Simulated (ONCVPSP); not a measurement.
Pseudopotential generation for Dy

Dysprosium (Dy, Z = 66), core [Kr] 4d10, reference valence 4f10 5s2 5p6 (an ion of charge +2), valence charge 20. Computed at this level: ONCV potential, Wu-Cohen, non-relativistic, made with ONCVPSP 4.0.1.

## Input file
```
# ATOM AND REFERENCE CONFIGURATION
# atsym  z   nc   nv     iexc    psfile
  Dy 66.00    9    3  -118130      upf
#
#   n    l    f
    1    0    2.00
    2    0    2.00
    2    1    6.00
    3    0    2.00
    3    1    6.00
    3    2   10.00
    4    0    2.00
    4    1    6.00
    4    2   10.00
    4    3   10.00
    5    0    2.00
    5    1    6.00
#
# PSEUDOPOTENTIAL AND OPTIMIZATION
# lmax
    3
#
#   l,   rc,      ep,       ncon, nbas, qcut
    0    2.15    0.00    4    8    5.60
    1    2.00    0.00    3    8    6.90
    2    2.30    0.44    4    8    4.80
    3    0.80    0.00    5   10   19.40
#
# LOCAL POTENTIAL
# lloc, lpopt,  rc(5),   dvloc0
    3    5    0.80    0.00
#
# VANDERBILT-KLEINMAN-BYLANDER PROJECTORs
# l, nproj, debl
    0    2    1.90
    1    2    1.60
    2    1    0.90
    3    0    0.80
#
# MODEL CORE CHARGE
# icmod, fcfact, rcfact
    1    0.55    0.00
#
# LOG DERIVATIVE ANALYSIS
# epsh1, epsh2, depsh
   -4.00    5.00    0.02
#
# OUTPUT GRID
# rlmax, drl
    6.00    0.01
#
# TEST CONFIGURATIONS
# ncnf
    4
# nvcnf
#   n    l    f
    4
    4    3   10.00
    5    0    2.00
    5    1    6.00
    6    0    2.00
#
    4
    4    3   10.00
    5    0    2.00
    5    1    6.00
    6    0    1.00
#
    3
    4    3    9.00
    5    0    2.00
    5    1    6.00
#
    4
    4    3   10.00
    5    0    2.00
    5    1    6.00
    6    1    1.00
#
```

The log's header says scalar-relativistic, as this program prints it for non-relativistic runs too.

Hardware: 1 CPU thread, shared host.

Command:
```bash
oncvpspnr.x < Dy.dat > Dy.out
```

## Log (extracts)
```
ONCVPSP  (Optimized Norm-Conservinng Vanderbilt PSeudopotential)
scalar-relativistic version 4.0.1

#   n    l    f        energy (Ha)
    1    0    2.00    -1.8451148E+03
    2    0    2.00    -2.9601069E+02
    2    1    6.00    -2.8215190E+02
    3    0    2.00    -6.5837048E+01
    3    1    6.00    -5.9607267E+01
    3    2   10.00    -4.7983153E+01
    4    0    2.00    -1.3072824E+01
    4    1    6.00    -1.0605009E+01
    4    2   10.00    -6.1840179E+00
    4    3   10.00    -7.5311122E-01
    5    0    2.00    -2.0408869E+00
    5    1    6.00    -1.3924643E+00

Reference configufation results
  iterations    31
  all-electron total energy (Ha)   -1.16431953D+04

Begin loop to  construct optimized pseudo wave functions
and semi-local pseudopoentials for all angular momenta

WARNING wellstate: negative energy specified for n= 6 l=  0
WARNING scattering state with energy  0.25000000
WARNING will be used for the first projector

   Wellstate for l =  0  n =  7
     eigenvalue =   0.2500
     asymptotic potential =   0.7500
     half-point radius =  4.8914

Calculating optimized projector #   1

 for l=   0

    Fraction of norm inside rc  0.930966
    Optimizing pswf for qcut=   5.61 a_B^-1,  ecut=  15.73 Ha
    Residual kinetic energy error=  4.72D-06 Ha

    Energy error per electron        Cutoff
         Ha          eV             Ha
         0.01000     0.27211        8.15
         0.00100     0.02721       11.00
         0.00010     0.00272       13.11
         0.00001     0.00027       14.97

Calculating optimized projector #   2

 for l=   0

    Fraction of norm inside rc  0.085030
    Optimizing pswf for qcut=   5.61 a_B^-1,  ecut=  15.73 Ha
    Residual kinetic energy error=  7.52D-06 Ha

    Energy error per electron        Cutoff
         Ha          eV             Ha
         0.01000     0.27211        7.54
         0.00100     0.02721       10.98
         0.00010     0.00272       13.33
         0.00001     0.00027       16.02

   Wellstate for l =  1  n =  7
     eigenvalue =   0.2075
     asymptotic potential =   0.7075
     half-point radius =  6.1151

Calculating optimized projector #   1

 for l=   1

    Fraction of norm inside rc  0.797640
    Optimizing pswf for qcut=   6.91 a_B^-1,  ecut=  23.84 Ha
    Residual kinetic energy error=  4.35D-07 Ha

    Energy error per electron        Cutoff
         Ha          eV             Ha
         0.01000     0.27211        5.75
         0.00100     0.02721       14.22
         0.00010     0.00272       18.05
         0.00001     0.00027       20.59

Calculating optimized projector #   2

 for l=   1

    Fraction of norm inside rc  0.052462
    Optimizing pswf for qcut=   6.91 a_B^-1,  ecut=  23.84 Ha
    Residual kinetic energy error=  4.57D-07 Ha

    Energy error per electron        Cutoff
         Ha          eV             Ha
         0.01000     0.27211        4.67
         0.00100     0.02721       12.07
         0.00010     0.00272       16.65
         0.00001     0.00027       19.97

WARNING wellstate: moderately localized bound state found for n= 5 l=  2
WARNING scattering state with energy  0.05000000
WARNING will be used for the first projector

   Wellstate for l =  2  n =  6
     eigenvalue =   0.0500
     asymptotic potential =   0.5500
     half-point radius =  5.1428

Calculating optimized projector #   1

 for l=   2

    Fraction of norm inside rc  0.176908
    Optimizing pswf for qcut=   4.80 a_B^-1,  ecut=  11.54 Ha
    Residual kinetic energy error=  2.58D-05 Ha

    Energy error per electron        Cutoff
         Ha          eV             Ha
         0.01000     0.27211        6.29
         0.00100     0.02721        8.51
         0.00010     0.00272       10.59
         0.00001     0.00027       15.77

Calculating optimized projector #   1

 for l=   3

    Fraction of norm inside rc  0.591091
    Optimizing pswf for qcut=  19.39 a_B^-1,  ecut= 187.95 Ha
    Residual kinetic energy error=  5.52D-04 Ha

    Energy error per electron        Cutoff
         Ha          eV             Ha
         0.01000     0.27211      158.67
         0.00100     0.02721      180.89
         0.00010     0.00272      474.83
         0.00001     0.00027      667.79

Construct Vanderbilt / Kleinmman-Bylander projectors

B matrix Hermiticity error, ll=   0
   1   2   -1.2910E-08

  Orthonormal projector coefficients  3.2359E+01  1.5243E+00

B matrix Hermiticity error, ll=   1
   1   2   -5.4982E-09

  Orthonormal projector coefficients  2.1781E+01  8.5603E-01

Model core correction analysis
  based on d2Exc/dn_idn_j

d2excae - all-electron derivatives

   -1.989581D-02   -1.020041D-02   -8.039902D-03
   -1.018267D-02   -2.373759D-02   -2.124943D-02
   -8.056544D-03   -2.145670D-02   -2.030027D-02

d2excps - pseudofunction derivatives with no core correction

   -4.475863D-02   -1.622860D-02   -1.079671D-02
   -1.621101D-02   -2.353471D-02   -2.154398D-02
   -1.081346D-02   -2.175173D-02   -2.114924D-02

rms 2nd derivative error    8.863006E-03

Polynomial model core charge

d2excps - pseudofunction derivatives with core correction

   -2.405580D-02   -1.158936D-02   -8.563715D-03
   -1.157167D-02   -2.085037D-02   -1.972664D-02
   -8.580367D-03   -1.993384D-02   -1.984651D-02

rms 2nd derivative error    1.969001E-03

Pseudoatom total energy -149.102532

Diagnostic tests using Vanderbilt-Kleinman-Bylander pseudopotentials
  1 or more projectors used as specified by nproj input data

   l    rcore       rmatch      e in        delta e   norm test  slope test

   0   2.1507385   2.2160395  -2.0408869   0.0000001   1.0000002   1.0000003
   0   2.1507385   2.2160395   0.2500000   0.0000000   1.0000000   1.0000000

   1   2.0017592   2.0625369  -1.3924643   0.0000070   1.0000052   1.0000123
   1   2.0017592   2.0625369   0.2075357   0.0000075   0.9999908   0.9999908

   2   2.3108054   2.3809664   0.0500000   0.0000000   1.0000000   1.0000000

   3   0.8015318   0.8258681  -0.7531112  -0.0000000   1.0000000   1.0000000

 Testing for bound ghosts
   n   l    E NL Schr. Eq   E Basis Diag.   E Cutoff

       0                      -43.248033     57.11  WARNING - GHOST(-)
       0                       -4.610362     57.11  WARNING - GHOST(-)
   1   0       -2.040887       -2.037679     57.11

       1                      -23.772619     75.66  WARNING - GHOST(-)
   2   1       -1.392457       -1.391891     75.66

       2                      -11.504217     49.96  WARNING - GHOST(-)
   3   2       -0.511938       -0.510531     49.96

 Testing for highly-localized positive-energy ghosts
       l    <radius>/rc     E Basis Diag.   E Cutoff

Test configuration 0

   n   l     f        eae           eps        diff
   1   0  2.0000-1845.11484852
   2   0  2.0000 -296.01068532
   2   1  6.0000 -282.15189602
   3   0  2.0000  -65.83704801
   3   1  6.0000  -59.60726685
   3   2 10.0000  -47.98315274
   4   0  2.0000  -13.07282446
   4   1  6.0000  -10.60500882
   4   2 10.0000   -6.18401787
   4   3 10.0000   -0.75311122   -0.75311124   -2.35D-08
   5   0  2.0000   -2.04088694   -2.04088679    1.50D-07
   5   1  6.0000   -1.39246435   -1.39245734    7.00D-06

    Total energies and differences
      AE_ref= -1.16431953D+04  AE_tst= -1.16431953D+04  dif=  0.00D+00
      PS_ref= -1.49102532D+02  PS_tst= -1.49102532D+02  dif= -8.53D-14
      PSP excitation error=  8.53D-14

Test configuration 1

   n   l     f        eae           eps        diff
   1   0  2.0000-1844.61733453
   2   0  2.0000 -295.51507167
   2   1  6.0000 -281.65599969
   3   0  2.0000  -65.34338482
   3   1  6.0000  -59.11351490
   3   2 10.0000  -47.48916982
   4   0  2.0000  -12.57822708
   4   1  6.0000  -10.11031492
   4   2 10.0000   -5.68913402
   4   3 10.0000   -0.25842979   -0.25788517    5.45D-04
   5   0  2.0000   -1.54516364   -1.54517867   -1.50D-05
   5   1  6.0000   -0.89995187   -0.89993662    1.52D-05
   6   0  2.0000   -0.12874184   -0.12874217   -3.32D-07

    Total energies and differences
      AE_ref= -1.16431953D+04  AE_tst= -1.16438019D+04  dif= -6.07D-01
      PS_ref= -1.49102532D+02  PS_tst= -1.49709090D+02  dif= -6.07D-01
      PSP excitation error= -5.61D-05

Test configuration 2

   n   l     f        eae           eps        diff
   1   0  2.0000-1844.84616447
   2   0  2.0000 -295.74322969
   2   1  6.0000 -281.88426002
   3   0  2.0000  -65.57084792
   3   1  6.0000  -59.34100982
   3   2 10.0000  -47.71674674
   4   0  2.0000  -12.80601960
   4   1  6.0000  -10.33814249
   4   2 10.0000   -5.91703074
   4   3 10.0000   -0.48630207   -0.48592368    3.78D-04
   5   0  2.0000   -1.77361882   -1.77362879   -9.98D-06
   5   1  6.0000   -1.12749285   -1.12748318    9.68D-06
   6   0  1.0000   -0.30045317   -0.30045090    2.28D-06

    Total energies and differences
      AE_ref= -1.16431953D+04  AE_tst= -1.16435883D+04  dif= -3.93D-01
      PS_ref= -1.49102532D+02  PS_tst= -1.49495531D+02  dif= -3.93D-01
      PSP excitation error= -1.71D-05

Test configuration 3

   n   l     f        eae           eps        diff
   1   0  2.0000-1845.82425949
   2   0  2.0000 -296.74450174
   2   1  6.0000 -282.88100379
   3   0  2.0000  -66.59969417
   3   1  6.0000  -60.36862650
   3   2 10.0000  -48.74128897
   4   0  2.0000  -13.80806170
   4   1  6.0000  -11.33713599
   4   2 10.0000   -6.90862111
   4   3  9.0000   -1.43942623   -1.44933507   -9.91D-03
   5   0  2.0000   -2.59896366   -2.60508428   -6.12D-03
   5   1  6.0000   -1.91999522   -1.91756365    2.43D-03

    Total energies and differences
      AE_ref= -1.16431953D+04  AE_tst= -1.16421075D+04  dif=  1.09D+00
      PS_ref= -1.49102532D+02  PS_tst= -1.48010511D+02  dif=  1.09D+00
      PSP excitation error= -4.22D-03

Test configuration 4

   n   l     f        eae           eps        diff
   1   0  2.0000-1844.88864176
   2   0  2.0000 -295.78545283
   2   1  6.0000 -281.92649136
   3   0  2.0000  -65.61275771
   3   1  6.0000  -59.38293074
   3   2 10.0000  -47.75871881
   4   0  2.0000  -12.84827648
   4   1  6.0000  -10.38042398
   4   2 10.0000   -5.95937075
   4   3 10.0000   -0.52869518   -0.52884853   -1.53D-04
   5   0  2.0000   -1.81684784   -1.81677289    7.50D-05
   5   1  6.0000   -1.16962011   -1.16951978    1.00D-04
   6   1  1.0000   -0.21979327   -0.21979080    2.47D-06

    Total energies and differences
      AE_ref= -1.16431953D+04  AE_tst= -1.16434865D+04  dif= -2.91D-01
      PS_ref= -1.49102532D+02  PS_tst= -1.49393720D+02  dif= -2.91D-01
      PSP excitation error= -8.86D-06
```

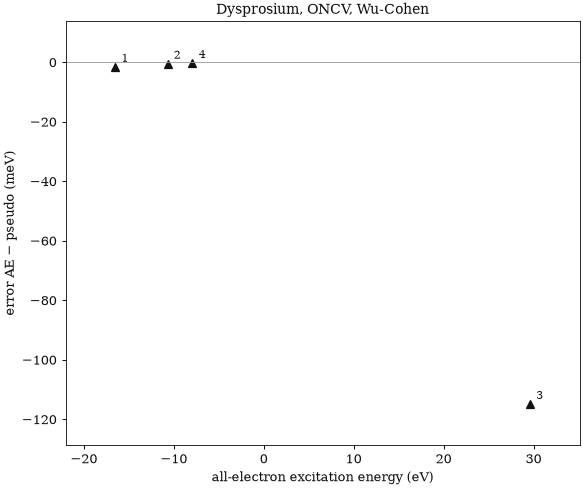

Errors, all-electron minus pseudo, of the energies of valence configurations relative to the unpolarised reference 4f10 5s2 5p6. Points: 1 = 4f10 5s2 5p6 6s2; 2 = 4f10 5s2 5p6 6s1; 3 = 4f9 5s2 5p6; 4 = 4f10 5s2 5p6 6p1.

- Worst configuration: 4f9 5s2 5p6 (charge +3): the error is -115 meV on an all-electron energy of +29.60 eV relative to the reference, or 0.39 %.
- Configurations within 10 meV and within 50 meV: 3 and 3 of 4. The potential isn't sound: its ghost test gives GHOST(-) flagged for s at -1176.8 eV, s at -125.5 eV, p at -646.9 eV, d at -313.0 eV; no localised positive-energy state flagged.

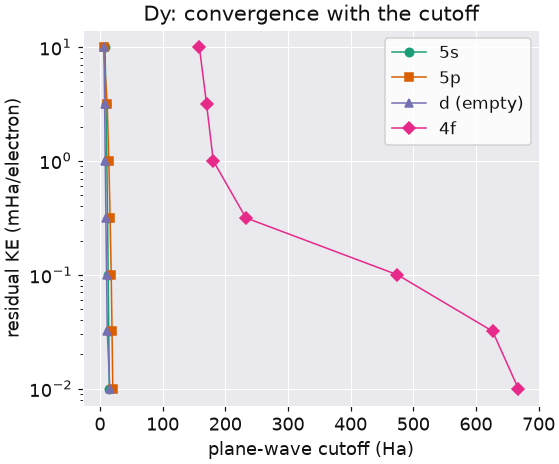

Residual kinetic energy of the pseudo-waves (the first of each channel, and further valence shells) beyond the plane-wave cutoff, as the generator prints it.

- Cutoffs for the occupied states: 181 Ha for 1 mHa and 475 Ha for 0.1 mHa per electron. The first is set by 4f.
- Cutoffs for 1 mHa per electron: 4f: 181 Ha; 5p: 14 Ha; 5s: 11 Ha; d (empty): 8.5 Ha.
- Hardest wave at 1 mHa per electron: 4f, with rc = 0.80 bohr and qcut = 19.4 1/bohr. The optimisation minimises, but can't always remove, the kinetic energy above qcut²/2 = 188.2 Ha, and a larger rc would as a rule soften the wave at some cost in transferability.

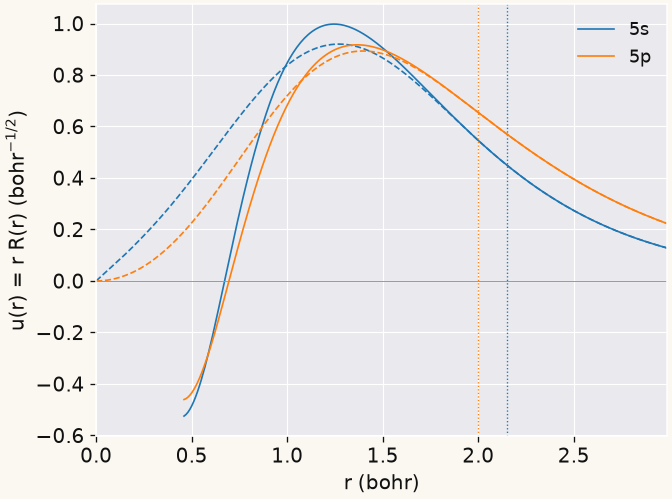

All-electron valence functions (solid) with their pseudo partners (dashed). Dotted lines mark the matching radii. The innermost oscillations of some all-electron curves aren't drawn. Pseudo-waves: 5s has no node; 5p has no node.

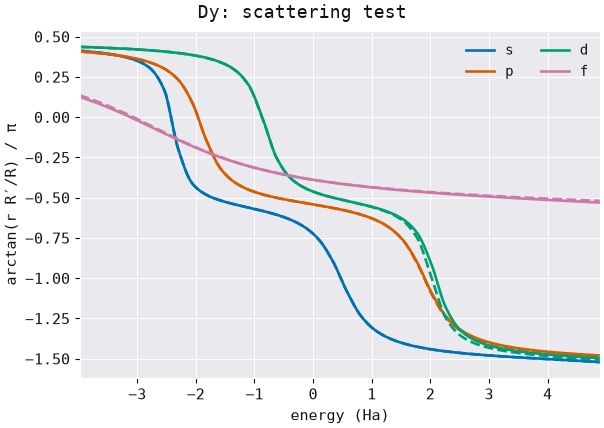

Unwrapped phase arctan(r R′/R) in units of π against energy, all-electron (solid) and pseudo (dashed); the pseudo phase is matched to the all-electron one at the reference energy. Here R(r) is the radial function.

- Poles, where the radial function vanishes at the test radius: s: all-electron at -1.7 and 3.9 Ha, pseudo at -1.7 and 3.8 Ha; p: all-electron at -0.6 Ha, pseudo at -0.6 Ha; d: all-electron at 0.3 Ha, pseudo at 0.3 and 4.5 Ha; f: all-electron at 3.3 Ha, pseudo at 3.6 Ha.
- Ghost states: the plot shows none: the two phases stay within 0.27 rad of each other in all channels drawn. The separate test gives: GHOST(-) flagged for s at -1176.8 eV, s at -125.5 eV, p at -646.9 eV, d at -313.0 eV; no localised positive-energy state flagged. The bound ghosts lie below the range of the plot.
- Range over which the phases agree within 0.05 rad: s: over the whole range drawn; p: over the whole range drawn; d: up to about 1.6 Ha; f: over the whole range drawn.

## Key numbers

- outcome: generated, with a ghost state
- cutoffs needed: 181 Ha and 475 Ha (the cutoffs at which the residual kinetic energy of the hardest occupied pseudo-wave falls to 1 and 0.1 mHa per electron)
- ghost test: GHOST(-) flagged for s at -1176.8 eV, s at -125.5 eV, p at -646.9 eV, d at -313.0 eV; no localised positive-energy state flagged
- largest excitation error: -115 meV (all-electron minus pseudo) for 4f9 5s2 5p6, out of 4 test configurations
- rms error of d²Exc/dni dnj: 8.86 mHa without and 1.97 mHa with the model core
- range over which the phases arctan(r R′/R) at the test radius agree within 0.05 rad (a looser test near the poles than one of phase shifts): s: over the whole range computed; p: over the whole range computed; d: up to about 1.6 Ha; f: over the whole range computed
- wall time: 7.3 s

## Remarks

The potential has a bound ghost state, so it can't be used as it stands. Warnings of the program, in the generation or the tests: wellstate: moderately localized bound state found for n= 5 l= 2; wellstate: negative energy specified for n= 6 l= 0.
